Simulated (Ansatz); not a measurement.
**BN (boron nitride) at UCCSD/3-21G**

Aim: the energy change on altering one bond length of BN (boron nitride) at UCCSD/3-21G, from 2 runs. 

Program for the calculation: Ansatz 0.2.0.

69 further runs of the same task are left out: 69 set aside as unsound or not needed.

## 1. The structure to begin with

BN: 2 atoms, total charge 0, spin state triplet. As SMILES, `B#N`. The coordinates come from a PBE0-D4/def2-TZVP relaxation.

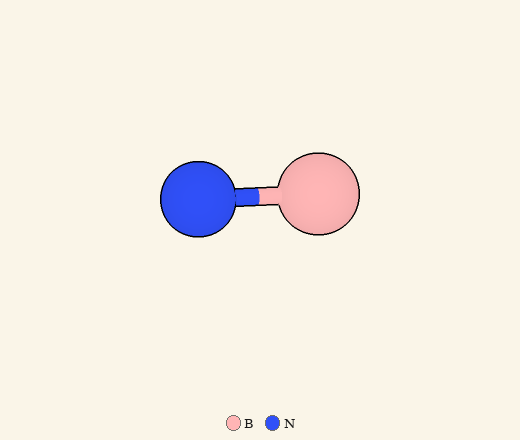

Viewed from a chosen angle; boron pink, nitrogen blue.

## 2. The energy at UCCSD/3-21G

The input, job.yaml:

```yaml
crystal:
  periodic: [false, false, false]
  atoms:
    - {symbol: B, position_ang: [-0.000000, -0.000000, -0.023520]}
    - {symbol: N, position_ang: [0.000000, 0.000000, 1.291950]}
basis:
  gaussian:
    orbitals: 3-21G.json
magnetization:
  spin_polarized: true
  initial_magnetization: 2
correlation:
  method: ccsd
  frozen_orbitals: {B: 1, "N": 1}
accuracy: high
scf:
  omitted_lower_state_checks: [cluster_reference, increment]
```

The basis set 3-21G is read from a file made from the Basis Set Exchange's data (not shown).

Command:

```console
ansatz run job.yaml --threads 1 --pin off --max-ram 3480MiB --events-out events.jsonl --progress --plain --runs-dir runs
```

Log, cut to the lines that bear on the results:

```text
Warning: RAYON_NUM_THREADS=1 ignored (pool sized by the plan → 1); use --threads N
Functional definition: HF
  name "HF"
[...]
392 factors; integrals over basis functions are off by at most 2.9e-9 eV
[...]
mean field -2137.27149706 eV, -78.5432788223 hartree, gradient 7.2e-8 eV, S^2 2.073868; 12 other end points of the search recorded, 0 dependent functions left out
2 core orbitals not correlated: weight in the atoms' cores, before any rotation towards them, 1.000 or more for the frozen orbitals, at most 0.000 for the correlated occupied ones
reference -2137.27149706 eV, -78.5432788223 hartree; 5, 3 occupied and 11, 13 virtual orbitals, 392 factors
second order -3.28171267 eV of doubles, -0.00000000 eV of singles
cycle   1  -3.38914884 eV  change   -1.1e-1 eV  update   8.4e-2
[...]
cycle  28  -3.77004514 eV  change   1.5e-11 eV  update  5.8e-10
Total energy: -2141.04154220 eV, -78.6818254256 hartree
Checks for a lower state left out: cluster_reference, increment
```

It took 0.36 s on 1 thread of Intel Xeon 6975P-C (Granite Rapids), shared host.

## 3. The distorted shape

The input, input.yaml:

```yaml
crystal:
  periodic: [false, false, false]
  atoms:
    - {symbol: B, position_ang: [-0.000000, -0.000000, -0.352350]}
    - {symbol: "N", position_ang: [0.000000, 0.000000, 1.291950]}
basis:
  gaussian: {orbitals: 3-21G.json}
magnetization: {spin_polarized: true, initial_magnetization: 2}
correlation: {method: ccsd, frozen_orbitals: {B: 1, "N": 1}}
accuracy: high
scf: {omitted_lower_state_checks: [cluster_reference, increment]}
```

The basis set 3-21G is read from a file made from the Basis Set Exchange's data (not shown).

Command:

```console
ansatz run input.yaml --threads 1 --pin off --max-ram 3480MiB --events-out events.jsonl --progress --plain --runs-dir runs
```

Log:

```text
Warning: RAYON_NUM_THREADS=1 ignored (pool sized by the plan → 1); use --threads N
[... 19 lines left out ...]
2 core orbitals not correlated: weight in the atoms' cores, before any rotation towards them, 1.000 or more for the frozen orbitals, at most 0.000 for the correlated occupied ones
[... 55 lines left out ...]
Total energy: -2139.96926438 eV, -78.6424199427 hartree
Checks for a lower state left out: cluster_reference, increment
```

Run time: 0.42 s. Hardware: 1 thread of Intel Xeon 6975P-C (Granite Rapids), shared host.

## 4. What came out

Level: UCCSD/3-21G, 2 core orbitals frozen.

| quantity | value |
| --- | --- |
| first shape: total energy | -78.68183 Eh |
| first shape: correlation energy (2 core orbitals frozen) | -138.5 mEh |
| first shape: ⟨S²⟩ of the reference determinant | 2.074 |
| first shape: T1 diagnostic | 0.050 |
| distorted shape: total energy | -78.64242 Eh |
| distorted shape: correlation energy (2 core orbitals frozen) | -111.7 mEh |
| distorted shape: ⟨S²⟩ of the reference determinant | 2.338 |
| distorted shape: T1 diagnostic | 0.155 |
| energy change with the B1–N2 bond stretched from 1.315 to 1.644 Å | 1.072 eV |

In words: With the B1–N2 bond stretched from 1.315 to 1.644 Å the energy rises by 1.07 eV (25 kcal/mol). The first shape isn't relaxed at this level, so the change isn't measured from a minimum. The T1 diagnostic (first shape) of 0.050 is above the customary mark for such species, so a single reference may not serve. ⟨S²⟩ (distorted shape) is 2.34 where a pure triplet has 2.00: the reference is spin-contaminated. The T1 diagnostic (distorted shape) of 0.155 is above the customary mark for such species, so a single reference may not serve.
